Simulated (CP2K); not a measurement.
**PM3 run of CH7GeNS (SMILES C[NH][GeH2][SH])**

What is the vertical electron affinity of CH7GeNS at PM3? Input form: an ASE script.

The calculation is run with CP2K 2026.2.

2 further runs of the same task are left out: 2 set aside as unsound or not needed.

## 1. The molecule

CH7GeNS has 11 atoms, charge 0, and is taken as a singlet. SMILES: `C[NH][GeH2][SH]`. Geometry: a GFN2-xTB relaxation, a rough one for these elements and not checked as a minimum. This is one conformer, not always the lowest.

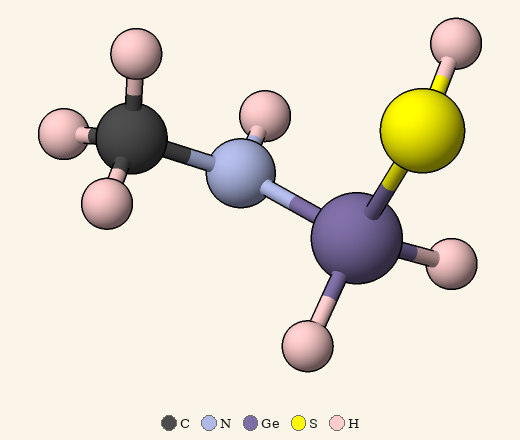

The structure, seen from a chosen angle (carbon dark grey, nitrogen light blue, germanium purple, sulfur yellow, hydrogen pink).

## 2. Energy and gradient at PM3

run.py

```python
import numpy as np
from ase import Atoms
from ase.calculators.cp2k import CP2K

atoms = Atoms(['C', 'N', 'Ge', 'S', 'H', 'H', 'H', 'H', 'H', 'H', 'H'],
              positions=[(-0.401290, 1.498200, -0.446570),
                         (-0.388250, 0.517490, 0.625160),
                         (0.753220, -0.890980, 0.617040),
                         (0.593210, -2.238720, -1.151220),
                         (-0.958540, 1.166070, -1.329790),
                         (-0.841690, 2.429600, -0.088460),
                         (0.627690, 1.693880, -0.746770),
                         (-1.325710, 0.333520, 0.956440),
                         (0.473540, -1.629150, 1.899390),
                         (2.139390, -0.319020, 0.573350),
                         (-0.671580, -2.560890, -0.908580)])
atoms.set_cell([11.5, 13.0, 11.2])
atoms.center()
inp = """
&FORCE_EVAL
  METHOD QS
  &DFT
    &QS
      METHOD PM3
      EPS_DEFAULT 1.0E-10
      &SE
        &COULOMB
          CUTOFF [angstrom] 50
          RC_RANGE [angstrom] 0
        &END COULOMB
        &EXCHANGE
          CUTOFF [angstrom] 50
          RC_RANGE [angstrom] 0
        &END EXCHANGE
      &END SE
    &END QS
    &POISSON
      PERIODIC NONE
      POISSON_SOLVER ANALYTIC
    &END POISSON
    &SCF
      SCF_GUESS ATOMIC
      EPS_SCF 1.0E-06
      MAX_SCF 150
      ADDED_MOS 8
      &DIAGONALIZATION
        ALGORITHM STANDARD
      &END DIAGONALIZATION
      &MIXING
        METHOD DIRECT_P_MIXING
        ALPHA 0.4
      &END MIXING
    &END SCF
    &PRINT
      &MOMENTS
        PERIODIC F
        REFERENCE COM
        MAX_MOMENT 1
      &END MOMENTS
      &MO ON
        ENERGIES T
        OCCUPATION_NUMBERS T
        NDIGITS 6
        &EACH
          QS_SCF 0
        &END EACH
        ADD_LAST NUMERIC
      &END MO
      &HIRSHFELD OFF
      &END HIRSHFELD
    &END PRINT
  &END DFT
  &SUBSYS
  &END SUBSYS
&END FORCE_EVAL
"""
calc = CP2K(command="cp2k.psmp -s", label="calc", inp=inp, basis_set=None, basis_set_file=None, potential_file=None, pseudo_potential=None, xc=None, cutoff=None, max_scf=None, charge=None, uks=False,
            force_eval_method=None, print_level="LOW", poisson_solver=None, stress_tensor=False)
atoms.calc = calc
e = atoms.get_potential_energy()
f = atoms.get_forces()
print(f"energy = {e:.6f} eV")
print("forces (eV/angstrom):")
for s, v in zip(atoms.get_chemical_symbols(), f):
    print(f"{s:2s} {v[0]:10.5f} {v[1]:10.5f} {v[2]:10.5f}")
```

Run with:

```
$ OMP_NUM_THREADS=1 python run.py
```

What it wrote:

```text
energy = -662.625586 eV
forces (eV/angstrom):
C     0.29640   -0.43594   -0.00858
N    -1.82758    1.10834    0.56628
Ge    0.73384   -0.31013    0.29451
S    -0.32974   -0.49945   -0.47222
H    -0.11430   -0.01859   -0.15373
H    -0.14219    0.22752    0.10302
H     0.27298    0.09035   -0.10701
H     0.50813    0.06880   -0.19136
H     0.12277   -0.09282    0.09443
H     0.27233   -0.04888    0.03694
H     0.20734   -0.08921   -0.16227
```

calc.out, cut to the lines that bear on the results:

```text
CP2K| version string:                                       CP2K version 2026.2
[...]
 GLOBAL| Method name                                                        CP2K
[...]
 GLOBAL| Run type                                                   ENERGY_FORCE
[...]
 *** WARNING in qs_kind_types.F:2264 :: Information provided in the input ***
 *** file regarding BASIS for KIND <C> will be ignored!                   ***
 *** WARNING in qs_kind_types.F:2264 :: Information provided in the input ***
 *** file regarding BASIS for KIND <N> will be ignored!                   ***
 *** WARNING in qs_kind_types.F:2264 :: Information provided in the input ***
 *** file regarding BASIS for KIND <Ge> will be ignored!                  ***
 *** WARNING in qs_kind_types.F:2264 :: Information provided in the input ***
 *** file regarding BASIS for KIND <S> will be ignored!                   ***
 *** WARNING in qs_kind_types.F:2264 :: Information provided in the input ***
[... 55 lines left out ...]
  Step     Update method      Time    Convergence         Total energy    Change
[...]
  *** SCF run converged in    18 steps ***
[...]
 SE_DIPOLE| Moment [Debye]          1.70642803      -0.96425749      -1.06315077
 SE_DIPOLE| Derivative [a.u.]       0.00000000       0.00000000       0.00000000
 ENERGY| Total FORCE_EVAL ( QS ) energy [hartree]            -24.351043279416515
[...]
```

It took 0.62 s on 1 thread of Arm Neoverse V2, shared host.

## 3. The doublet anion at the same level

run.py

```python
import numpy as np
from ase import Atoms
from ase.calculators.cp2k import CP2K

atoms = Atoms(['C', 'N', 'Ge', 'S', 'H', 'H', 'H', 'H', 'H', 'H', 'H'],
              positions=[(-0.401290, 1.498200, -0.446570),
                         (-0.388250, 0.517490, 0.625160),
                         (0.753220, -0.890980, 0.617040),
                         (0.593210, -2.238720, -1.151220),
                         (-0.958540, 1.166070, -1.329790),
                         (-0.841690, 2.429600, -0.088460),
                         (0.627690, 1.693880, -0.746770),
                         (-1.325710, 0.333520, 0.956440),
                         (0.473540, -1.629150, 1.899390),
                         (2.139390, -0.319020, 0.573350),
                         (-0.671580, -2.560890, -0.908580)])
atoms.set_cell([11.5, 13.0, 11.2])
atoms.center()
cp2k_input = """
&FORCE_EVAL
  METHOD QUICKSTEP
  &DFT
    CHARGE -1
    MULTIPLICITY 2
    UKS T
    &QS
      METHOD PM3
      EPS_DEFAULT 1.0E-10
      &SE
        &COULOMB
          CUTOFF [angstrom] 50
          RC_RANGE [angstrom] 0
        &END COULOMB
        &EXCHANGE
          CUTOFF [angstrom] 50
          RC_RANGE [angstrom] 0
        &END EXCHANGE
      &END SE
    &END QS
    &POISSON
      PERIODIC NONE
      POISSON_SOLVER ANALYTIC
    &END POISSON
    &SCF
      SCF_GUESS ATOMIC
      EPS_SCF 1.0E-06
      MAX_SCF 40
      &OT
        MINIMIZER CG
        PRECONDITIONER FULL_ALL
      &END OT
      &OUTER_SCF
        EPS_SCF 1.0E-06
        MAX_SCF 8
      &END OUTER_SCF
    &END SCF
    &PRINT
      &MOMENTS
        PERIODIC F
        REFERENCE COM
        MAX_MOMENT 1
      &END MOMENTS
      &MO_CUBES
        NLUMO 5
        NHOMO -1
        WRITE_CUBE F
      &END MO_CUBES
      &HIRSHFELD OFF
      &END HIRSHFELD
    &END PRINT
  &END DFT
  &SUBSYS
  &END SUBSYS
&END FORCE_EVAL
"""
calc = CP2K(command="cp2k.psmp -s", label="qs", inp=cp2k_input, basis_set=None, basis_set_file=None, potential_file=None, pseudo_potential=None, xc=None, cutoff=None, max_scf=None, charge=None, uks=False,
            force_eval_method=None, print_level="LOW", poisson_solver=None, stress_tensor=False)
atoms.calc = calc
print("E / eV:", round(atoms.get_potential_energy(), 6))
forces = atoms.get_forces()
print(np.array2string(forces, precision=5, suppress_small=True))
print("largest force / (eV/A): %.4f" % np.linalg.norm(forces, axis=1).max())
```

Run with:

```
$ OMP_NUM_THREADS=1 python run.py
```

What it wrote:

```text
E / eV: -664.733557
[[ 0.09813 -0.69677  0.068  ]
 [-1.88775  1.70695  0.59976]
 [ 1.20863 -0.50379  0.70286]
 [-0.3168  -0.34733 -0.38409]
 [-0.11594  0.04868 -0.20957]
 [-0.16036  0.27732  0.05785]
 [ 0.25355  0.04648 -0.08184]
 [ 0.40009  0.05486 -0.37835]
 [ 0.11162 -0.25023 -0.09208]
 [ 0.23904 -0.2374  -0.12343]
 [ 0.1698  -0.09878 -0.15911]]
largest force / (eV/A): 2.6148
```

qs.out, cut to the lines that bear on the results:

```text
CP2K| version string:                                       CP2K version 2026.2
[...]
 GLOBAL| Method name                                                        CP2K
[...]
 GLOBAL| Run type                                                   ENERGY_FORCE
[...]
 *** WARNING in qs_kind_types.F:2264 :: Information provided in the input ***
 *** file regarding BASIS for KIND <C> will be ignored!                   ***
 *** WARNING in qs_kind_types.F:2264 :: Information provided in the input ***
 *** file regarding BASIS for KIND <N> will be ignored!                   ***
 *** WARNING in qs_kind_types.F:2264 :: Information provided in the input ***
 *** file regarding BASIS for KIND <Ge> will be ignored!                  ***
 *** WARNING in qs_kind_types.F:2264 :: Information provided in the input ***
 *** file regarding BASIS for KIND <S> will be ignored!                   ***
 *** WARNING in qs_kind_types.F:2264 :: Information provided in the input ***
[... 74 lines left out ...]
  Step     Update method      Time    Convergence         Total energy    Change
[...]
  *** SCF run converged in     8 steps ***
[...]
 SE_DIPOLE| Moment [Debye]          2.04121692      -2.43644825      -1.33379764
 SE_DIPOLE| Derivative [a.u.]       0.00000000       0.00000000       0.00000000
 *** WARNING in qs_scf_post_se.F:140 :: Printing of MO cube files not ***
 *** implemented for Semi-Empirical method.                           ***
 ENERGY| Total FORCE_EVAL ( QS ) energy [hartree]            -24.428509781833121
[...]
```

Run time: 1.3 s. Hardware: 1 thread of Arm Neoverse V2, shared host.

## 4. Results

At PM3:

| quantity | value |
| --- | --- |
| singlet CH7GeNS: total energy | -24.35104 Eh |
| singlet CH7GeNS: dipole moment | 2.23 D |
| singlet CH7GeNS: HOMO energy | -9.19 eV |
| singlet CH7GeNS: LUMO energy | -1.78 eV |
| singlet CH7GeNS: HOMO–LUMO gap | 7.41 eV |
| singlet CH7GeNS: heat of formation | 2.0 kcal/mol |
| doublet anion: total energy | -24.42851 Eh |
| doublet anion: heat of formation | -46.6 kcal/mol |
| vertical electron affinity (to the doublet anion) | 2.108 eV |

In words: At fixed nuclei the extra electron is bound by 2.11 eV (49 kcal/mol). A minimal valence basis can't be trusted even for the sign of an electron affinity.
